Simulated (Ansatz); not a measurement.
# Calculations on CH6BBr

**1. Relaxation**

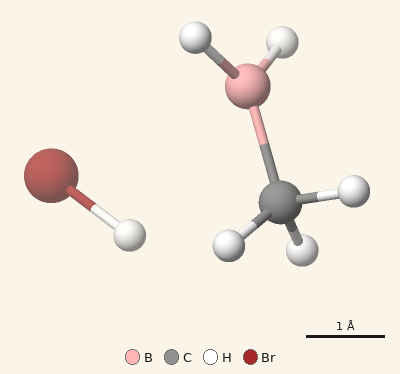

This is the input geometry for a relaxation of CH6BBr. A ball-and-stick model, seen from a free direction.

The run prepares an end point of a later path (reaction) calculation, from a guessed geometry.

Theory: RKS r2SCAN-D4/def2-SVP (Ansatz 0.2.0).

Input
```yaml
crystal:
  periodic: [false, false, false]
  atoms:
    - { symbol: B, position_ang: [0.010617, 0.122436, 0.254087] }
    - { symbol: C, position_ang: [0.029887, 0.246418, 1.832907] }
    - { symbol: H, position_ang: [-0.921769, 0.037968, 2.349866] }
    - { symbol: H, position_ang: [0.869715, -0.251107, 2.344592] }
    - { symbol: H, position_ang: [0.206708, 1.33251, 1.978081] }
    - { symbol: H, position_ang: [1.043939, -0.012294, -0.36078] }
    - { symbol: H, position_ang: [-1.018941, 0.279247, -0.361156] }
    - { symbol: Br, position_ang: [-0.35634, -3.079864, 0.585527] }
    - { symbol: H, position_ang: [-0.321416, -2.034614, 1.659177] }
basis:
  gaussian: { orbitals: def2-SVP }
hamiltonian:
  xc: r2scan
  dispersion: d4
relax:
  f_tol: 0.03
  max_steps: 50
output:
  orbitals: {}
```

Launched with:
```bash
ansatz run input.yaml --threads 2 --pin off --max-ram 3072MiB --backend cpu --events-out ev --progress --plain --runs-dir out
```

Question: Where does the relaxation end?

Answer: After 10 geometry steps the energy has fallen by 12.7 kJ/mol. Largest force component: 1.1 eV/Å at the start, 0.016 eV/Å at the end. H9 moves most after the best rigid fit: 0.73 Å. Largest moves by element: H 0.73 Å, Br 0.38 Å, C 0.12 Å, B 0.06 Å. Near-neighbour distances that change, for instance: B1–Br8 3.240 → 2.851 Å, Br8–H9 1.499 → 1.425 Å, B1–C2 1.584 → 1.565 Å. The run took 17 s on 2 threads of Intel(R) Xeon(R) Platinum 8488C (Sapphire Rapids), on a shared host, peak memory 0.16 GiB.

Final geometry:

```xyz
9

B     0.0161    0.0737    0.2949
C     0.0559    0.3622    1.8325
H    -0.8812    0.1642    2.3762
H     0.9094   -0.0774    2.3721
H     0.2048    1.4622    1.8832
H     1.0460   -0.0550   -0.3290
H    -1.0139    0.2043   -0.3282
Br   -0.3289   -2.7551    0.3814
H    -0.4657   -2.7385    1.7992
```

The end point in the same view:

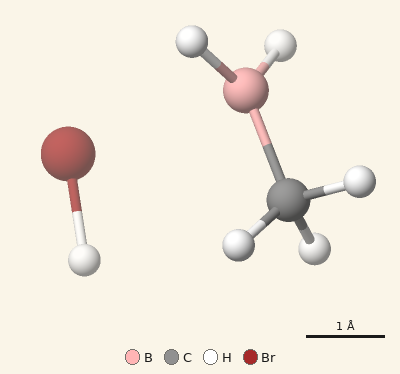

Limits of the set-up: the start holds two separate molecules, 2.3 Å apart at their closest, whose relative position is a soft coordinate.

**2. Relaxation**

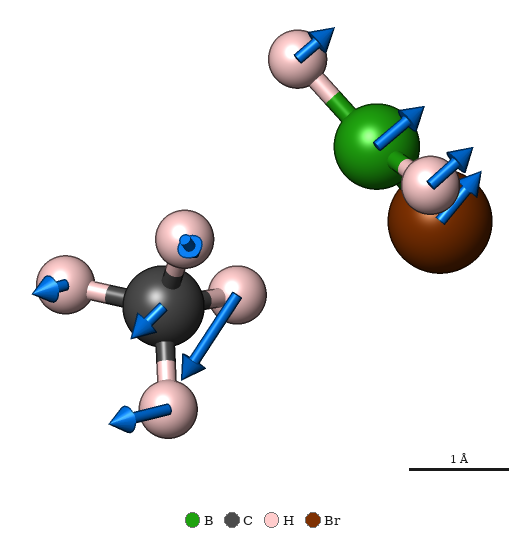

A relaxation of CH₆BBr. The starting structure is drawn; blue arrows show the displacements, 2 times their true length. The two geometries are superimposed by the best rigid fit.

The picture is a ball-and-stick view, seen from a free direction.

The run prepares an end point of a later path (reaction) calculation, from a guessed geometry.

Computed with RKS r2SCAN-D4/def2-SVP (Ansatz). Settings: no spin polarisation; force threshold 0.03 eV/Å; at most 50 steps.

Which element moves most?

Answer. Hydrogen: up to 0.52 Å, against 0.33 Å for bromine.

What did the optimiser do to the structure, and how much energy did it gain?

Answer. The energy falls by 3.04 kcal/mol in 8 accepted moves (9 points after the start). The largest force component goes from 1.3 to 0.011 eV/Å. The line search rejected the trial step at point 8 of the run. The forces were under the threshold at step 5, but the run went on from there. An H atom moves most after the best rigid fit: 0.52 Å. Largest moves by element: H 0.52 Å, Br 0.33 Å, B 0.33 Å, C 0.24 Å. Among the contacts that change: B–Br 1.999 → 1.901 Å, C–H 1.109 → 1.099 Å, B–H 1.197 → 1.201 Å. Bond angles that change, for instance: H–B–H 126.3° → 124.3°.

**3. Path**

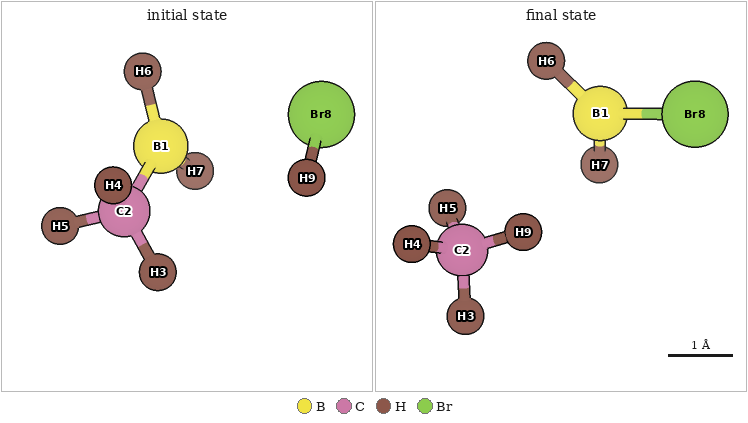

The two relaxed end points of a path for CH6BBr, made up at the start of CH5B and HBr. Style: ball-and-stick. Shown from a free direction.

These are results of RKS r2SCAN-D4/def2-SVP (Ansatz), not measurements.

Set-up: 5 movable images; climbing image; force threshold 0.05 eV/Å; iteration limit 60.

Start:
```xyz
9

B     0.0155    0.0731    0.2946
C     0.0552    0.3629    1.8319
H    -0.8816    0.1643    2.3759
H     0.9092   -0.0753    2.3717
H     0.2029    1.4630    1.8817
H     1.0455   -0.0549   -0.3294
H    -1.0148    0.2021   -0.3285
Br   -0.3264   -2.7560    0.3833
H    -0.4630   -2.7385    1.8011
```

End:
```xyz
9

B    -0.1099   -0.7027   -0.6750
C     0.0150    0.0449    2.6041
H    -0.9393    0.3241    3.0701
H     0.8182    0.0835    3.3520
H     0.2428    0.7491    1.7918
H     1.0115   -0.2744   -0.7156
H    -1.0957   -0.0175   -0.6404
Br   -0.3409   -2.5889   -0.7119
H    -0.0594   -0.9774    2.2072
```

Predict the minimum-energy path and its barrier.

Answer. Forward barrier 0.41 eV, backward barrier 1.24 eV, with image 2 at the top; the reaction energy is −0.83 eV. Breaking: B1–C2 (1.56 → 1.68 at the top → 3.37 Å), Br8–H9 (1.42 → 1.65 at the top → 3.35 Å). Forming: B1–Br8 (2.85 → 2.34 at the top → 1.90 Å), C2–H9 (3.14 → 1.51 at the top → 1.10 Å). The band converged in 13 iterations. The largest component of the band force went from 7.5 to 0.037 eV/Å. The climbing image converged on the top of the path. Its vibrational analysis gives one imaginary mode (637i cm⁻¹), as a transition state must have.

Energies of the converged images:

```
image  path (Å)  E (eV)
    0      0.00   0.000
    1      0.91   0.082
    2      1.81   0.411
    3      2.46  -0.243
    4      3.12  -0.670
    5      3.77  -0.806
    6      4.42  -0.827
```

The geometry at the top of the path:

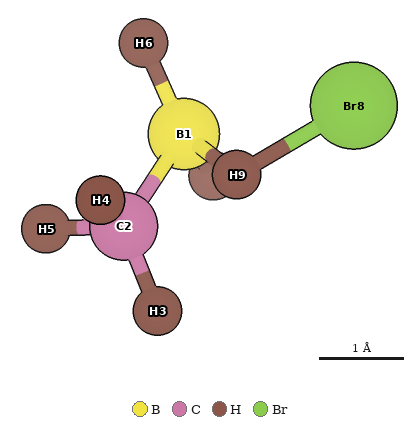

Limits of the set-up: the start holds two separate molecules, 2.9 Å apart at their closest, whose relative position is a soft coordinate.

The run took 97 s on 2 threads of Intel(R) Xeon(R) Platinum 8488C (Sapphire Rapids), with other jobs on the host, peak memory 0.16 GiB.
